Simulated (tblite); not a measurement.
# C4H8FNSi2: the cost of one run

Computed with tblite 0.8.0 and PySCF 2.14.0, with density-fitted response routines of our own, on a single molecule in the gas phase. Atoms count from 0, in the outputs and in this text.

## (1) Starting geometry

16 atoms, charge 0, multiplicity 1; geometry from: force field or distance geometry start.

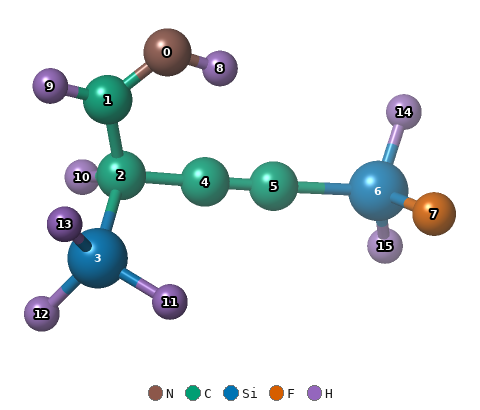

As it starts; nitrogen brown, carbon teal, silicon blue, fluorine orange, hydrogen purple, atoms numbered; sticks join atoms by distance.

## (2) Relaxing the molecule with GFN2-xTB

What the job is given:

```
{"job": {"kind": "relax", "xc": "GFN2-xTB", "basis": "xTB"}, "charge": 0, "multiplicity": 1}
N     -0.771700     2.175800     0.731400
C     -1.660800     1.402000     0.195800
C     -1.170400     0.119700    -0.434500
Si    -2.028700    -1.264600     0.453600
C      0.275200    -0.025800    -0.230600
C      1.461200    -0.126900    -0.067000
Si     3.276400    -0.251500     0.180000
F      3.599500    -0.662500     1.779400
H      0.205800     1.881400     0.683600
H     -2.722600     1.659400     0.233600
H     -1.411400     0.105500    -1.529400
H     -1.084400    -2.030300     1.292700
H     -2.662900    -2.178700    -0.506200
H     -3.015600    -0.675800     1.367100
H      3.908400     1.066000    -0.108100
H      3.794200    -1.184700    -0.785100
```

Started as:

```bash
OMP_NUM_THREADS=1 python probes_run.py task.json out
```

One launch serves the whole session: the jobs run in the order shown.

Q: Estimate the wall time of this first job on 1 thread of Arm Neoverse N1, shared host.

About 1.5 s.
